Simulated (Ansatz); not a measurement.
System: C2H7Ga (SMILES [CH3][GaH][CH3]).

Input file:

```
basis:
  gaussian:
    orbitals: def2-SVP
crystal:
  periodic: [false, false, false]
  atoms:
    - {symbol: C, position_ang: [-1.063400, 1.142800, -0.711800]}
    - {symbol: Ga, position_ang: [0.649000, 0.266100, -0.281300]}
    - {symbol: C, position_ang: [0.681500, -1.321500, 0.886900]}
    - {symbol: H, position_ang: [-1.533700, 0.614200, -1.548200]}
    - {symbol: H, position_ang: [-0.935400, 2.183800, -1.011500]}
    - {symbol: H, position_ang: [-1.759700, 1.095200, 0.128600]}
    - {symbol: H, position_ang: [1.997300, 0.836500, -0.872600]}
    - {symbol: H, position_ang: [0.687700, -0.994000, 1.932300]}
    - {symbol: H, position_ang: [1.569300, -1.935900, 0.730500]}
    - {symbol: H, position_ang: [-0.209600, -1.938300, 0.750100]}
hamiltonian:
  xc: hf
accuracy: high
output: {forces: true, orbitals: {seedname: orbitals}}
```

Run with:

```sh
ansatz run in.yaml --threads 1 --pin off --max-ram 2610MiB --events-out events.jsonl --progress --plain --runs-dir runs
```

Geometry: PBE0-D4/def2-TZVP.

The calculation used isolated molecule in a Gaussian basis; Hartree-Fock in Ansatz 0.2.0.

What will maps of the electron density and electron localisation function show?

C–Ga (1.97 Å): ρ is about 0.8 e/Å³ halfway; the ELF peaks at about 0.95 in the valence shell of C, 0.7 Å from its nucleus, and is about 0.60 at the midpoint.
Ga–H (1.58 Å): ρ at the midpoint is about 0.92 e/Å³; the ELF climbs to about 1 towards the hydrogen.

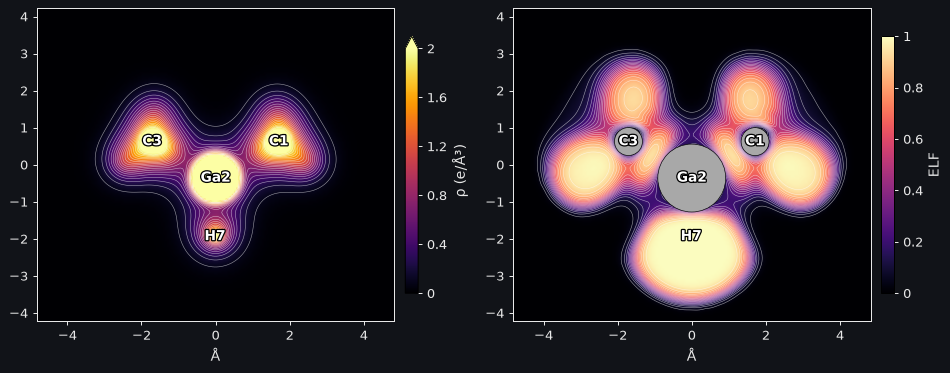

Computed electron density and electron localisation function on the plane of atoms C1, Ga2 and C3, in this order. Grey discs cover the atomic cores in the ELF map. 
